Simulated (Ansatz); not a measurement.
# Lattice dynamics of InNi3N (Pm-3m), part 2 of 3

Task: relax InNi3N (Pm-3m), then find its harmonic phonons.

Ansatz 0.2.0; DFT PBEsol, scalar-relativistic, plane waves, PAW; PAW set soft_1.

So far. Step 3 (Relaxing to small forces for the phonons): The forces vanish by symmetry and the pressure is 0.006 GPa, within the tolerances set. The cell now holds 11.14 Å³/atom. The relaxed cell has a = 3.819 Å (conventional setting).

### Step 4. Modes at Γ

The zone centre comes first: it holds the modes that light can see, as far as symmetry allows. No field response is asked, since the mesh shows no gap.

input.yaml reads:

```yaml
crystal:
  lattice:
    - [3.8188272572, 0.0, 0.0]
    - [0.0, 3.8188272572, 0.0]
    - [0.0, 0.0, 3.8188272572]
  atoms:
    - { symbol: In, position: [0.0, 0.0, 0.0] }
    - { symbol: Ni, position: [0.5, 0.5, 0.0] }
    - { symbol: Ni, position: [0.5, 0.0, 0.5] }
    - { symbol: Ni, position: [0.0, 0.5, 0.5] }
    - { symbol: "N", position: [0.5, 0.5, 0.5] }
kpoints:
  mp_grid: { grid: [12, 12, 12] }
hamiltonian:
  xc: pbesol
  pseudopotentials: { kind: paw, azcp: { folder: soft_1 }, xc_functional: pbe }
scf:
  occupations: { method: methfessel_paxton, width: 0.2 }
output:
  eigenvalues: true
phonons:
  method: dfpt
```

Launch:

```
$ ansatz run input.yaml --threads 4 --pin off --max-ram 10240MiB --backend cpu --events-out ev --progress --plain --runs-dir out
```

Numbers of over 12 decimals in the logs are rounded to 6 here.

The program printed:

```text
zone centre: on kpoints.mp_grid the ground state, and the responses unless they are solved on pairs of k-points, stand on 343 of the mesh's 1728 k-points, reduced under 8 symmetry operations, with k and −k counted as one. Each operation leaves every solved displacement unchanged or reverses it
[...]
Crystal: 5 atoms, lattice volume = 55.692 Å³
Basis set: ecut = 420 eV, 1045 PW (Γ), exchange–correlation on 54×54×54 points (8 copies of the dense FFT grid, shifted against one another)
Bands: 44, of which v1, the nominal top of the filled ones, is band 36 counted from 1 (35 counted from 0)
Symmetry: 48 space group operations
k-points: 343 of 1728 (irreducible under 8 space group operations)
[...]
SCF iter   1: F=—  HF=-23321.298020 eV  |F-HF|=—  |Δ(HF+E_count)|=         —  Δρ=1.36e-1  dr2=7.96e0  ethr=3.10e-3  ⟨swp⟩=5.5  Hψ=49117  notcnv=0
[...]
SCF iter  14: F=-23319.725801 eV  HF=-23319.725801 eV  |F-HF|=3.64e-12  |Δ(HF+E_count)|=  1.09e-11  S|Δr|=    0.00e0  Δρ=3.76e-8  dr2=1.02e-12  ethr=1.00e-12  ⟨swp⟩=5.1  Hψ=65855  notcnv=0
SCF 1 converged in 14 iterations: F = -23319.725801 eV  dr2 = 1.02e-12
[...]
DFPT response loops at Γ: preconditioner auto → Kerker (q_TF=auto, 2.848 Å⁻¹) (partly filled bands, converged f_vac=0.000); β = 1.00, the filter's whole step (`scf.mixing.beta` (0.50) is not read by the response loops under this deck's `scf.mixing.preconditioner`; to damp them name `kerker` or `kerker_dos`, under which they read `scf.mixing.beta`, and type it under 1.00, their step now; both keys bind the ground state too); Broyden in place of MSR1
SCF converged after 14 iterations
[...]
Free energy (F): -23319.725801 eV
[...]
Internal energy: -23319.726668 eV  (E = F + TS)
E sigma→0 (E₀):  -23319.726018 eV
Entropy (-TS):   0.000867 eV (0.173 meV/atom)
Fermi energy:    17.424146 eV
[...]
--- Band table (eV; the first three rows and the last of 343) ---
  k-point 0: bands = [... 32 lower, 16.5395, 16.5395, 16.5395, 16.6805, 18.3004, 19.7449, 19.7449, 19.7449, ... 4 higher]
  k-point 1: bands = [... 32 lower, 16.5395, 16.5433, 16.5433, 16.6550, 18.3318, 19.4772, 19.8447, 19.8447, ... 4 higher]
  k-point 2: bands = [... 32 lower, 16.5397, 16.5557, 16.5557, 16.5795, 18.4320, 19.0372, 20.1157, 20.1157, ... 4 higher]
  k-point 342: bands = [... 32 lower, 16.0698, 16.5255, 16.5255, 16.5255, 18.0636, 18.0636, 18.0636, 18.8635, ... 4 higher]
--- Phonons (Γ-DFPT): 4 representative perturbations + reference, on 343 of 1728 k-points (Σ response iterations 14) ---
  k mesh reduced under 8 symmetry operations, with k and −k counted as one. Each operation leaves every solved displacement unchanged or reverses it
  ASR residual: 6.971e-6 → 0.000e0 eV/Å²; symmetrization residual: 2.442e-6 eV/Å²
  ASR residual per site (eV/Å²): 9.67e-7 6.97e-6 6.97e-6 6.97e-6 4.07e-6
  Γ frequencies (cm⁻¹): 0.00 0.00 0.00 117.19 117.19 117.19 148.83 148.83 148.83 207.19 207.19 207.19 534.30 534.30 534.30
  non-analytic LO–TO correction: not included (Born effective charges unavailable; polar crystals: no LO–TO splitting at Γ)
```

The job ended after 2.2 min (4 threads of Arm Neoverse V2, shared host; peak memory 2.8 GiB).

In the SCF lines HF is the Harris–Foulkes energy and dr2 the Hartree energy of the density residual, in eV; the loop may stop once dr2 is under the threshold and the program's other checks hold. Hψ counts applications of the Hamiltonian.

This step gave:

```
sum-rule residual before enforcement                    : 6.97e-6 eV/Å²
point group                                             : m-3m
highest optical mode at the zone centre (no LO-TO term) : 534.3 cm⁻¹
lowest optical zone-centre mode                         : 117.2 cm⁻¹
```

Patterns of degenerate modes are one choice out of their space. Modes at Γ, with each element's share of the kinetic energy:

```
mode  frequency (cm⁻¹)  symmetry  In %  Ni %  N %
   1               0.0  acoustic    38    58    5
   2               0.0  acoustic    38    58    5
   3               0.0  acoustic    38    58    5
   4             117.2       T2u     0   100    0
   5             117.2       T2u     0   100    0
   6             117.2       T2u     0   100    0
   7             148.8       T1u    45    48    7
   8             148.8       T1u    45    48    7
   9             148.8       T1u    45    48    7
  10             207.2       T1u    17    80    4
  11             207.2       T1u    17    80    4
  12             207.2       T1u    17    80    4
  13             534.3       T1u     0    15   85
  14             534.3       T1u     0    15   85
  15             534.3       T1u     0    15   85
```

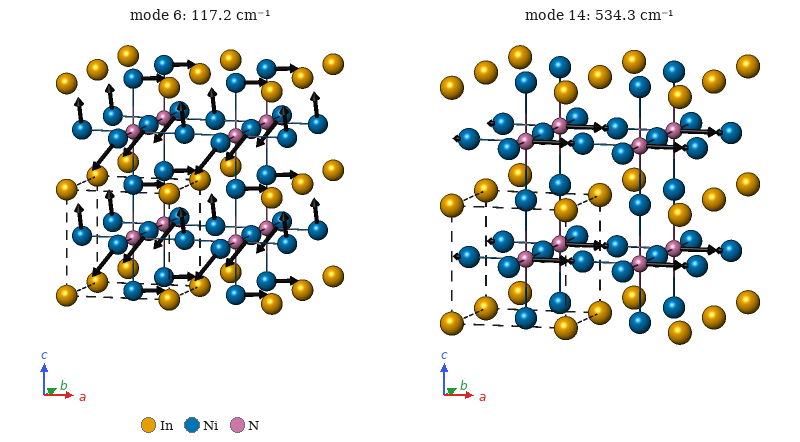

Displacement patterns of modes 6 and 14 at Γ; arrows are exaggerated. 2×2×2 cells are drawn. Some periodic images of atoms are drawn too.

Before it was imposed, the acoustic sum rule was missed by 7.0e-6 eV/Å². Small misses are needed for a sound result but don't prove that mesh and cutoff are converged. The lowest optical mode is real, 117 cm⁻¹.

### Step 5. Response at finite wavevector

Stability and thermal properties need the whole zone. Linear response on a 2×2×2 q mesh gives force constants as far as a supercell of that size would.

input.yaml: that of step 4 with these lines changed.

```diff
@@ -22 +22,8 @@
   method: dfpt
+  qmesh: [2, 2, 2]
+  temperatures: { t_max: 1000, t_step: 50 }
+  qpath:
+    path:
+      - [[0.0, 0.0, 0.0], [0.0, 0.5, 0.0], [0.5, 0.5, 0.0], [0.0, 0.0, 0.0], [0.5, 0.5, 0.5], [0.0, 0.5, 0.0]]
+      - [[0.5, 0.5, 0.5], [0.5, 0.5, 0.0]]
+    npoints: 10
```

The program printed:

```text
[...]
Crystal: 5 atoms, lattice volume = 55.692 Å³
Basis set: ecut = 420 eV, 1045 PW (Γ), exchange–correlation on 54×54×54 points (8 copies of the dense FFT grid, shifted against one another)
Bands: 44, of which v1, the nominal top of the filled ones, is band 36 counted from 1 (35 counted from 0)
Symmetry: 48 space group operations
k-points: 84 of 1728
[...]
SCF iter   1: F=—  HF=-23321.298006 eV  |F-HF|=—  |Δ(HF+E_count)|=         —  Δρ=1.36e-1  dr2=7.96e0  ethr=3.10e-3  ⟨swp⟩=5.7  Hψ=12135  notcnv=0
[...]
SCF iter  14: F=-23319.725801 eV  HF=-23319.725801 eV  |F-HF|=0.00e0  |Δ(HF+E_count)|=  7.28e-12  S|Δr|=    0.00e0  Δρ=3.80e-8  dr2=1.04e-12  ethr=1.00e-12  ⟨swp⟩=5.1  Hψ=16021  notcnv=0
SCF 1 converged in 14 iterations: F = -23319.725801 eV  dr2 = 1.04e-12
[...]
SCF iter   4: F=-23319.725801 eV  HF=-23319.725801 eV  |F-HF|=3.64e-12  |Δ(HF+E_count)|=  3.64e-12  S|Δr|=    0.00e0  Δρ=1.10e-7  dr2=3.16e-12  ethr=1.00e-12  ⟨swp⟩=4.3  Hψ=11651  notcnv=0
SCF 2 converged in 4 iterations: F = -23319.725801 eV  dr2 = 3.16e-12
[...]
phonons: the bands overlap, so this run is a metal and interpolates without the dipole-dipole term. If the crystal is really an insulator or semiconductor, its LO-TO splitting is missing
NSCF: frozen V_eff on 84 k-points
WARN: eigensolver did not converge (k=70): 1 band(s) unlocked after 20 sweeps at ethr=1.71e-12 eV (storage-precision floor; scheduled 1.00e-12 eV) (lowest unlocked band 43, counted from 0; max residual 3.30e-4 eV among the unlocked bands, 3.30e-4 eV over every band; other slots of this pass that fall short are told together in one closing line; warning suppressed until the next SCF loop or pass starts)
[...]
DFPT response loops at q = (0, 0, 0) (fractional): preconditioner auto → Kerker (q_TF=auto, 2.848 Å⁻¹) (partly filled bands, converged f_vac=0.000); β = 1.00, the filter's whole step (`scf.mixing.beta` (0.50) is not read by the response loops under this deck's `scf.mixing.preconditioner`; to damp them name `kerker` or `kerker_dos`, under which they read `scf.mixing.beta`, and type it under 1.00, their step now; both keys bind the ground state too); Broyden in place of MSR1
[...]
SCF converged after 14 iterations
[...]
Free energy (F): -23319.725801 eV
[...]
Internal energy: -23319.726668 eV  (E = F + TS)
E sigma→0 (E₀):  -23319.726018 eV
Entropy (-TS):   0.000867 eV (0.173 meV/atom)
Fermi energy:    17.424146 eV
[...]
--- Band table (eV; the first three rows and the last of 84) ---
  k-point 0: bands = [... 32 lower, 16.5395, 16.5395, 16.5395, 16.6805, 18.3004, 19.7449, 19.7449, 19.7449, ... 4 higher]
  k-point 1: bands = [... 32 lower, 16.5395, 16.5433, 16.5433, 16.6550, 18.3318, 19.4772, 19.8447, 19.8447, ... 4 higher]
  k-point 2: bands = [... 32 lower, 16.5397, 16.5557, 16.5557, 16.5795, 18.4320, 19.0372, 20.1157, 20.1157, ... 4 higher]
  k-point 83: bands = [... 32 lower, 16.0698, 16.5255, 16.5255, 16.5255, 18.0636, 18.0636, 18.0636, 18.8635, ... 4 higher]
--- Phonons (Γ-DFPT): 4 representative perturbations + reference (Σ response iterations 14) ---
  ASR residual: 7.101e-6 → 0.000e0 eV/Å²; symmetrization residual: 2.474e-6 eV/Å²
  ASR residual per site (eV/Å²): 7.10e-7 7.10e-6 7.10e-6 7.10e-6 4.23e-6
[...]
--- Phonons (arbitrary-q DFPT): 4 irreducible q on the 2×2×2 mesh ---
  q = [0.0000, 0.0000, 0.0000] (star 1, of the zone-centre solve; hermiticity 3.71e-7, symmetrization 5.05e-12): -0.00 0.00 0.00 117.19 117.19 117.19 148.83 148.83 148.83 207.19 207.19 207.19 534.30 534.30 534.30
  q = [0.0000, 0.0000, -0.5000] (star 3, 9 solved perturbations in 2646 linear systems a pass and spin channel, the states on 343 of 1728 k-point pairs; hermiticity 2.66e-7, symmetrization 2.12e-12): 93.95 93.95 103.11 103.11 111.81 155.09 156.65 156.65 172.82 172.82 182.37 246.69 533.22 533.22 599.01
[...]
sum rule: each row above includes the acoustic sum rule's correction from the zone centre's row sums; it moved no ω² by more than (0.29 cm⁻¹)²
  mesh force constants: q→R imaginary residual 6.60e-18; ASR residual 7.101e-6 → 0.000e0 eV/Å²; symmetrization residual 1.776e-14 eV/Å²
  interpolated dispersion: 62 rows × 15 modes
  density of states and harmonic sums: on the 16×16×16 q-mesh, interpolated from the force constants of a 2×2×2 supercell (no non-analytic term)
  largest difference from the sums on the solved wave vectors: F 6.96e-2 eV, S 1.02e-4 and C_V 3.22e-5 eV/K
  zero-point energy: 0.218350 eV/cell   skipped modes (ω ≤ 0): 3   left out of the sums: 4.88e-5 of the cell's modes: C_V's classical limit lies that fraction below 3 k_B per atom; for a crystal, a wire or a layer, F and S can be off by more, and a phonons.interpolated_qmesh denser along its periods is the remedy for the sampling
```

Wall time 9.7 min (4 threads); peak memory 2.4 GiB; 38 min of CPU time.

Numbers from this step:

```yaml
sum_rule_residual_before_enforcement: 7.10e-6 eV/Å²
lowest_frequency_on_the_path: 0 cm⁻¹
highest_frequency_on_the_path_or_at_a_solved_wavevector: 599.0 cm⁻¹
mean_frequency: 234.8 cm⁻¹
debye_temperature_second_moment: 536 K
logarithmic_mean_frequency: 190.6 cm⁻¹
lowest_mode_on_the_q_mesh_acoustic_modes_at_gamma_apart: 93.95 cm⁻¹
zero_point_energy_per_atom: 43.67 meV
heat_capacity_at_300_k: 21.83 J/(mol atoms K)
vibrational_entropy_at_300_k: 28.94 J/(mol atoms K)
edges_of_the_widest_gap_between_branches_on_path_and_mesh: 311.9, 533.2 cm⁻¹
```

Frequencies (cm⁻¹) solved at each irreducible wavevector; negative means imaginary. Frequencies by wavevector, by row:

```
q in reciprocal lattice units  star  mode 1  mode 2  mode 3  mode 4  mode 13  mode 14  mode 15
                        0 0 0     1       0       0       0   117.2    534.3    534.3    534.3
                     0 0 -0.5     3      94      94   103.1   103.1    533.2    533.2      599
                  0 -0.5 -0.5     3   106.8   106.8   119.8   127.5    535.7    582.5    582.5
               -0.5 -0.5 -0.5     1   100.4   100.4   100.4   136.4    573.6    573.6    573.6
```

Interpolated from a 2×2×2 q mesh, rough between the solved points. The phonon branches at the labelled points (cm⁻¹):

```
    point  branch 1  branch 2  branch 3  branch 4  branch 12  branch 13  branch 14  branch 15
        Γ         0         0         0       117        207        534        534        534
        X        94        94       103       103        247        533        533        599
        M       107       107       120       128        281        536        583        583
        Γ         0         0         0       117        207        534        534        534
        R       100       100       100       136        312        574        574        574
        X        94        94       103       103        247        533        533        599
jump to R       100       100       100       136        312        574        574        574
        M       107       107       120       128        281        536        583        583
```

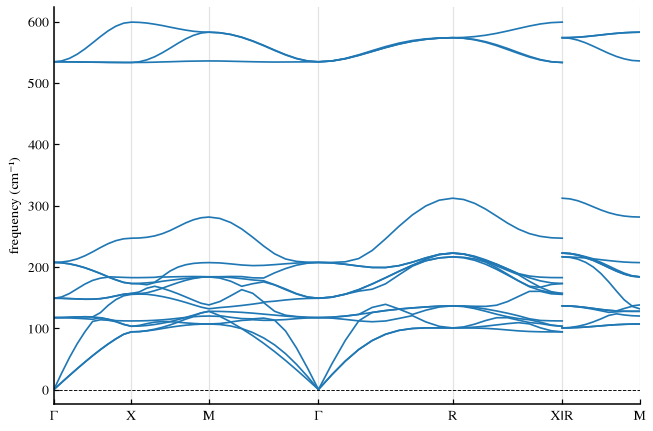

Phonon branches along the path.

The phonon density of states has structure finer than the step of the table below, so its rows give means over 25 cm⁻¹, whole bins alone (the curve runs from 2.5 to 602 cm⁻¹). Peaks (cm⁻¹: height): 102.5: 0.103, 117.5: 0.188, 182.5: 0.131, 537.5: 0.0981.

Tetrahedra on a 16×16×16 mesh, mean over bins of 5 cm-1. Interpolated from a 2×2×2 q mesh, rough between the solved points. Phonon density of states against wavenumber; means over each step:

```
wavenumber (cm⁻¹)  phonon density of states (1/cm⁻¹/cell)
               25                                 0.00108
               50                                 0.00528
               75                                  0.0179
              100                                  0.0801
              125                                   0.109
              150                                  0.0572
              175                                  0.0834
              200                                  0.0819
              225                                  0.0120
              250                                  0.0159
              275                                  0.0125
              300                                 0.00304
              325                                  1.1e-5
              350                                       0
              375                                       0
              400                                       0
              425                                       0
              450                                       0
              475                                       0
              500                                       0
              525                                  0.0177
              550                                  0.0498
              575                                  0.0464
```

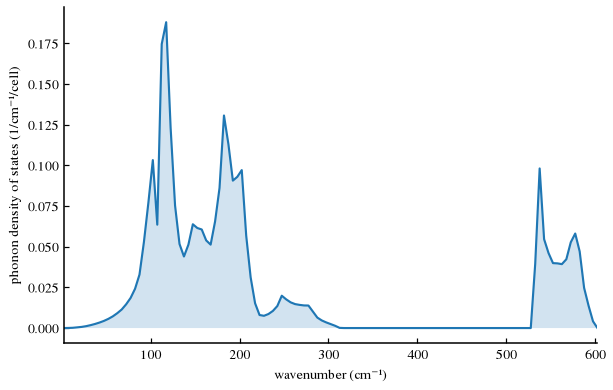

Phonon density of states, plotted against wavenumber.

The partial phonon density of states has structure finer than the step of the table below, so its rows give means over 50 cm⁻¹, whole bins alone (the curve runs from -10 to 626 cm⁻¹). Peaks (cm⁻¹: height): In 102.0: 0.0486, 146.0: 0.0228, 182.1: 0.0261; N 538.2: 0.0606, 578.2: 0.0513; Ni 118.0: 0.132, 186.1: 0.0861.

Phonopy on the run's constants, 15x15x15 mesh, Gaussian sigma 4.5 cm-1. Interpolated from a 2×2×2 q mesh, rough between the solved points. Partial phonon density of states against wavenumber; means over each step; values in 1/cm⁻¹/cell:

```
wavenumber (cm⁻¹)       In        N       Ni
               50  0.00263   2.0e-4  0.00355
              100   0.0269   5.5e-4   0.0556
              150   0.0168  0.00188   0.0427
              200   0.0135  0.00126   0.0564
              250   1.1e-4   4.2e-4   0.0130
              300   3.6e-6   7.7e-5  0.00427
              350        0        0        0
              400        0        0        0
              450        0        0        0
              500        0   2.3e-4   4.1e-5
              550   3.7e-5   0.0407  0.00415
              600   2.3e-5   0.0146   1.5e-4
```

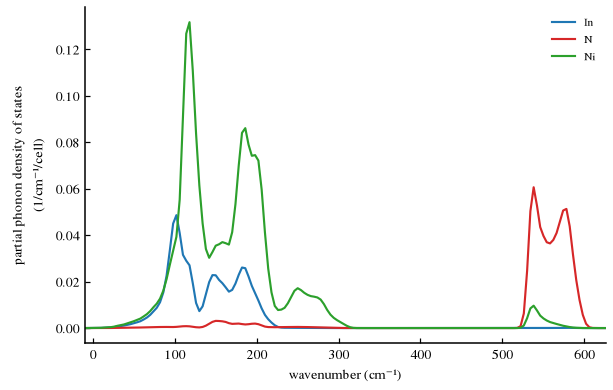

Partial phonon density of states against wavenumber.

Harmonic thermodynamic functions per atom, from the density of states. Interpolated from a 2×2×2 q mesh, rough between the solved points. Thermodynamic functions, by row:

```
T (K)  F_vib (meV/atom)  S (J/mol-atom/K)  C_V (J/mol-atom/K)
    0             43.67                 0                   0
   50             43.38             2.266               5.829
  100             40.49             9.013               13.54
  200             24.83             20.55                19.4
  300             -1.03             28.94               21.83
  400             -34.5              35.4                  23
  500            -73.98             40.61               23.64
  600            -118.4             44.95               24.01
  700            -166.9             48.67               24.25
  800            -219.1             51.92                24.4
  900            -274.4              54.8               24.51
 1000            -332.6             57.39               24.59
```

Harmonic mean-square displacement, third of the trace. Interpolated from a 2×2×2 q mesh, rough between the solved points. Mean square displacements, by row:

```
T (K)  In1 U_eq (Å²)  Ni2 U_eq (Å²)  Ni3 U_eq (Å²)  Ni4 U_eq (Å²)  N5 U_eq (Å²)
    0        0.00122        0.00197        0.00197        0.00197        0.0026
  100        0.00196        0.00284        0.00284        0.00284       0.00295
  300        0.00501        0.00687        0.00687        0.00687       0.00463
  600        0.00985         0.0134         0.0134         0.0134       0.00799
```

Symmetry leaves 4 wavevectors to solve. The lowest mode among them, the acoustic zeros apart, lies at q = (0, 0, -0.5) and is real, 94.0 cm⁻¹.

### Step 6. Isotope substitution, element In, natural mass 114.818 amu

An isotope changes the mass and not the force constants, so no new electronic calculation is needed; the shifts show which modes move this element.

(Continued in part 3 of 3.)

[Logs are printed without paths, hosts, clocks, repeated set-up lines and the standing remarks that a program may print on its own settings, such as how far it seeks lower states.]

[Hosts, paths, dates, database ids (printed as entryN), source tags and the programs' standing remarks are cut or masked in the printed files.]
